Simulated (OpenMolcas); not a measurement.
# Geometry relaxation, with input and output: SiH3 (part 3 of 4)

Continued. System: SiH3, multiplicity 2, SMILES [SiH3]. Method: CASSCF/def2-SVP (OpenMolcas 26.06). The geometry comes from this level: GFN2-xTB.

Geometry of the input (Å):
```
Si 0.2066  -0.0189  -0.1151
H  0.5871  0.6618  1.1056
H  -0.1950  -1.4016  0.0434
H  -0.5987  0.7587  -1.0339
```

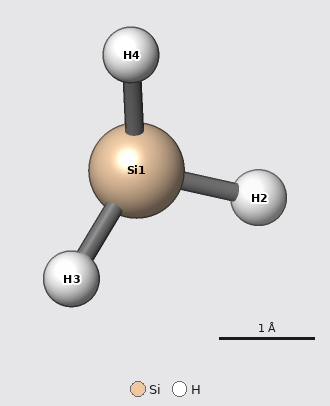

The structure as given in the input (ball-and-stick view, seen at an oblique angle; atoms are numbered from 1 in the order of the input).

The program's output, continued:
```
********************************************************************************
  Geometrical information of the new structure
********************************************************************************

 *********************************************************
 * Nuclear coordinates for the next iteration / bohr     *
 *********************************************************
  ATOM              X               Y               Z
  SI1              0.567540       -0.051763       -0.323854
  H2               1.064628        1.265901        2.151205
  H3              -0.426340       -2.682255        0.125980
  H4              -1.205828        1.468117       -1.953332

 *********************************************************
 * Nuclear coordinates for the next iteration / angstrom *
 *********************************************************
  ATOM              X               Y               Z
  SI1              0.300329       -0.027392       -0.171376
  H2               0.563377        0.669886        1.138369
  H3              -0.225610       -1.419388        0.066666
  H4              -0.638097        0.776894       -1.033659

--
--- Stop Module: slapaf /rc=_RC_CONTINUE_LOOP_ ---

>>> END DO

--- Start Module: seward ---
--- Stop Module: seward /rc=_RC_ALL_IS_WELL_ ---

--- Start Module: rasscf ---
--- Stop Module: rasscf /rc=_RC_ALL_IS_WELL_ ---

--- Start Module: slapaf ---
--- Stop Module: slapaf /rc=_RC_INVOKED_OTHER_MODULE_ ---

--- Start Module: alaska ---
--- Stop Module: alaska /rc=_RC_ALL_IS_WELL_ ---

--- Start Module: slapaf ---

**********************************************************************************************************************
*                                    Energy Statistics for Geometry Optimization                                     *
**********************************************************************************************************************
                       Energy     Grad      Grad              Step                 Estimated   Geom       Hessian
Iter      Energy       Change     Norm      Max    Element    Max     Element     Final Energy Update Update   Index
  1   -290.57104127  0.00000000 0.043683  0.036137 nrc003  -0.277944* nrc006     -290.57669452 RS-RFO  None      0
  2   -290.57283143 -0.00179017 0.023276  0.029715 nrc004   0.141076  nrc004     -290.57566730 RS-RFO  BFGS      0
  3   -290.57572902 -0.00289759 0.010008 -0.007955 nrc003  -0.046756  nrc003     -290.57594810 RS-RFO  BFGS      0
  4   -290.57595729 -0.00022827 0.000745 -0.000620 nrc003   0.011494  nrc004     -290.57596244 RS-RFO  BFGS      0
  5   -290.57595347  0.00000383 0.000875 -0.000838 nrc005  -0.010279  nrc005     -290.57595589 RS-RFO  BFGS      0

       +----------------------------------+----------------------------------+
       +    Cartesian Displacements       +    Gradient in internals         +
       +  Value      Threshold Converged? +  Value      Threshold Converged? +
 +-----+----------------------------------+----------------------------------+
 + RMS + 1.0271E-02  1.2000E-03     No    + 3.5738E-04  3.0000E-04     No    +
 +-----+----------------------------------+----------------------------------+
 + Max + 1.3159E-02  1.8000E-03     No    + 8.3789E-04  4.5000E-04     No    +
 +-----+----------------------------------+----------------------------------+

 Convergence not reached yet!

*****************************************************************************************************************
*****************************************************************************************************************

++ Geometry section

********************************************************************************
  Geometrical information of the new structure
********************************************************************************

 *********************************************************
 * Nuclear coordinates for the next iteration / bohr     *
 *********************************************************
  ATOM              X               Y               Z
  SI1              0.572070       -0.052436       -0.317769
  H2               1.067395        1.275063        2.152544
  H3              -0.432960       -2.681715        0.114620
  H4              -1.206506        1.459089       -1.949396

 *********************************************************
 * Nuclear coordinates for the next iteration / angstrom *
 *********************************************************
  ATOM              X               Y               Z
  SI1              0.302727       -0.027748       -0.168156
  H2               0.564841        0.674734        1.139077
  H3              -0.229112       -1.419103        0.060654
  H4              -0.638456        0.772117       -1.031576

--
--- Stop Module: slapaf /rc=_RC_CONTINUE_LOOP_ ---

>>> END DO

--- Start Module: seward ---
--- Stop Module: seward /rc=_RC_ALL_IS_WELL_ ---

--- Start Module: rasscf ---
--- Stop Module: rasscf /rc=_RC_ALL_IS_WELL_ ---

--- Start Module: slapaf ---
--- Stop Module: slapaf /rc=_RC_INVOKED_OTHER_MODULE_ ---

--- Start Module: alaska ---
--- Stop Module: alaska /rc=_RC_ALL_IS_WELL_ ---

--- Start Module: slapaf ---

**********************************************************************************************************************
*                                    Energy Statistics for Geometry Optimization                                     *
**********************************************************************************************************************
                       Energy     Grad      Grad              Step                 Estimated   Geom       Hessian
Iter      Energy       Change     Norm      Max    Element    Max     Element     Final Energy Update Update   Index
  1   -290.57104127  0.00000000 0.043683  0.036137 nrc003  -0.277944* nrc006     -290.57669452 RS-RFO  None      0
  2   -290.57283143 -0.00179017 0.023276  0.029715 nrc004   0.141076  nrc004     -290.57566730 RS-RFO  BFGS      0
  3   -290.57572902 -0.00289759 0.010008 -0.007955 nrc003  -0.046756  nrc003     -290.57594810 RS-RFO  BFGS      0
  4   -290.57595729 -0.00022827 0.000745 -0.000620 nrc003   0.011494  nrc004     -290.57596244 RS-RFO  BFGS      0
  5   -290.57595347  0.00000383 0.000875 -0.000838 nrc005  -0.010279  nrc005     -290.57595589 RS-RFO  BFGS      0
  6   -290.57595948 -0.00000601 0.000259  0.000215 nrc006   0.001958  nrc004     -290.57596002 RS-RFO  BFGS      0

       +----------------------------------+----------------------------------+
       +    Cartesian Displacements       +    Gradient in internals         +
       +  Value      Threshold Converged? +  Value      Threshold Converged? +
 +-----+----------------------------------+----------------------------------+
 + RMS + 2.3411E-03  1.2000E-03     No    + 1.0565E-04  3.0000E-04     Yes   +
 +-----+----------------------------------+----------------------------------+
 + Max + 2.9116E-03  1.8000E-03     No    + 2.1457E-04  4.5000E-04     Yes   +
 +-----+----------------------------------+----------------------------------+

 Convergence not reached yet!

*****************************************************************************************************************
*****************************************************************************************************************

++ Geometry section

********************************************************************************
  Geometrical information of the new structure
********************************************************************************

 *********************************************************
 * Nuclear coordinates for the next iteration / bohr     *
 *********************************************************
  ATOM              X               Y               Z
  SI1              0.570133       -0.052191       -0.318298
  H2               1.067810        1.273868        2.153013
  H3              -0.431477       -2.683016        0.116528
  H4              -1.206466        1.461339       -1.951243

 *********************************************************
 * Nuclear coordinates for the next iteration / angstrom *
 *********************************************************
  ATOM              X               Y               Z
  SI1              0.301701       -0.027618       -0.168436
  H2               0.565061        0.674102        1.139325
  H3              -0.228328       -1.419791        0.061664
  H4              -0.638434        0.773307       -1.032553

--
--- Stop Module: slapaf /rc=_RC_CONTINUE_LOOP_ ---

>>> END DO

--- Start Module: seward ---
--- Stop Module: seward /rc=_RC_ALL_IS_WELL_ ---

--- Start Module: rasscf ---
--- Stop Module: rasscf /rc=_RC_ALL_IS_WELL_ ---

--- Start Module: slapaf ---
--- Stop Module: slapaf /rc=_RC_INVOKED_OTHER_MODULE_ ---

--- Start Module: alaska ---
--- Stop Module: alaska /rc=_RC_ALL_IS_WELL_ ---

--- Start Module: slapaf ---

**********************************************************************************************************************
*                                    Energy Statistics for Geometry Optimization                                     *
**********************************************************************************************************************
                       Energy     Grad      Grad              Step                 Estimated   Geom       Hessian
Iter      Energy       Change     Norm      Max    Element    Max     Element     Final Energy Update Update   Index
  1   -290.57104127  0.00000000 0.043683  0.036137 nrc003  -0.277944* nrc006     -290.57669452 RS-RFO  None      0
  2   -290.57283143 -0.00179017 0.023276  0.029715 nrc004   0.141076  nrc004     -290.57566730 RS-RFO  BFGS      0
  3   -290.57572902 -0.00289759 0.010008 -0.007955 nrc003  -0.046756  nrc003     -290.57594810 RS-RFO  BFGS      0
  4   -290.57595729 -0.00022827 0.000745 -0.000620 nrc003   0.011494  nrc004     -290.57596244 RS-RFO  BFGS      0
  5   -290.57595347  0.00000383 0.000875 -0.000838 nrc005  -0.010279  nrc005     -290.57595589 RS-RFO  BFGS      0
  6   -290.57595948 -0.00000601 0.000259  0.000215 nrc006   0.001958  nrc004     -290.57596002 RS-RFO  BFGS      0
  7   -290.57595994 -0.00000046 0.000070 -0.000074 nrc006  -0.000430  nrc006     -290.57595996 RS-RFO  BFGS      0

       +----------------------------------+----------------------------------+
       +    Cartesian Displacements       +    Gradient in internals         +
       +  Value      Threshold Converged? +  Value      Threshold Converged? +
 +-----+----------------------------------+----------------------------------+
 + RMS + 4.8084E-04  1.2000E-03     Yes   + 3.1102E-05  3.0000E-04     Yes   +
 +-----+----------------------------------+----------------------------------+
 + Max + 5.6391E-04  1.8000E-03     Yes   + 7.4449E-05  4.5000E-04     Yes   +
 +-----+----------------------------------+----------------------------------+

 Geometry is converged in   7 iterations to a Minimum Structure

*****************************************************************************************************************
*****************************************************************************************************************

++ Geometry section

********************************************************************************
  Geometrical information of the final structure
********************************************************************************

  NOTE: on convergence the final predicted structure will be printed here.
  This is not identical to the structure printed in the head of the output.

 *********************************************************
 * Nuclear coordinates of the final structure / bohr     *
 *********************************************************
  ATOM              X               Y               Z
  SI1              0.570479       -0.052257       -0.318594
  H2               1.067416        1.273615        2.152699
  H3              -0.431495       -2.682604        0.116722
  H4              -1.206400        1.461246       -1.950827

 *********************************************************
 * Nuclear coordinates of the final structure / angstrom *
 *********************************************************
  ATOM              X               Y               Z
  SI1              0.301885       -0.027653       -0.168593
  H2               0.564852        0.673968        1.139159
  H3              -0.228338       -1.419573        0.061766
  H4              -0.638399        0.773258       -1.032333

                    ***************************************
                    *    InterNuclear Distances / bohr    *
                    ***************************************

               1 SI1           2 H2            3 H3            4 H4
    1 SI1      0.000000
    2 H2       2.848188        0.000000
    3 H3       2.848189        4.695062        0.000000
    4 H4       2.848188        4.695143        4.695394        0.000000

                    *******************************************
                    *    InterNuclear Distances / angstrom    *
                    *******************************************

               1 SI1           2 H2            3 H3            4 H4
    1 SI1      0.000000
    2 H2       1.507196        0.000000
    3 H3       1.507197        2.484520        0.000000
    4 H4       1.507196        2.484563        2.484696        0.000000

                    **************************************
                    *    Valence Bond Angles / degree    *
                    **************************************
                          Atom centers                 Phi
                      2 H2       1 SI1      3 H3       111.02
                      2 H2       1 SI1      4 H4       111.02
                      3 H3       1 SI1      4 H4       111.03
--
--- Stop Module: slapaf /rc=_RC_INVOKED_OTHER_MODULE_ ---

--- Start Module: last_energy ---

                                            &LAST_ENERGY

                       available to each process: 1.9 GB of memory, 1 thread

    Geometry read from RUNFILE

               SEWARD will generate:
                  Multipole Moment integrals up to order  2
                  Kinetic Energy integrals
                  Nuclear Attraction integrals (point charge)
                  One-Electron Hamiltonian integrals
                  Velocity integrals
                  Orbital angular momentum around (  0.3396  -0.0311  -0.1892 )
                  Velocity quadrupole around (  0.4963  -0.0455  -0.2772 )
                  RI decomposed two-electron repulsion integrals stored Cholesky style
                   - acCD auxiliary basis
                   - CD Threshold:   1.00E-04

                   Integrals are discarded if absolute value <: 1.00E-14
                   Integral cutoff threshold is set to       <: 1.00E-16

            Nuclear Potential Energy             15.38516785 au

      Basis set specifications :
      Symmetry species         a
      Basis functions           33
```
